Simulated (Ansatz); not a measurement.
The reference is InAs in the zinc blende structure (space group F-43m, No. 216; a = 6.1863 Å).

Structures relaxed with PBE in Ansatz (plane waves to 420 eV, PAW, no SOC).

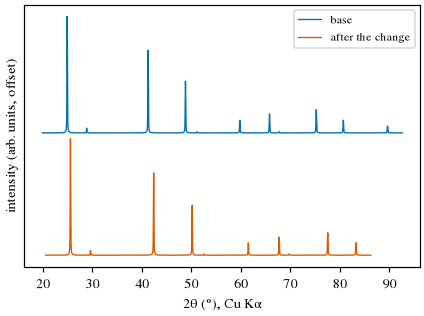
*Simulated powder patterns before (top) and after one change*

**Question.** Which change produced these results?
A. pressure 2.1 GPa
B. pressure 22.5 GPa
C. pressure 4.5 GPa
D. pressure −1 GPa

**Answer.** C, pressure 4.5 GPa. Its volume per atom is 27.40 Å³ against 29.59 Å³, and its space group is F-43m (No. 216).

The mesh was chosen for an insulator and is coarse for the gapless case. Load acts through the strain it causes; cell and atoms are relaxed under it. Whether these cells are dynamically stable was not tested. All final runs are without spin polarisation. Measured, InAs leaves this structure (for rock salt) near 7 GPa (temperature not stated; as listed in Datta, Sujoy, Jana, Debnarayan, arXiv (2020)).

Ansatz is a first-principles code.
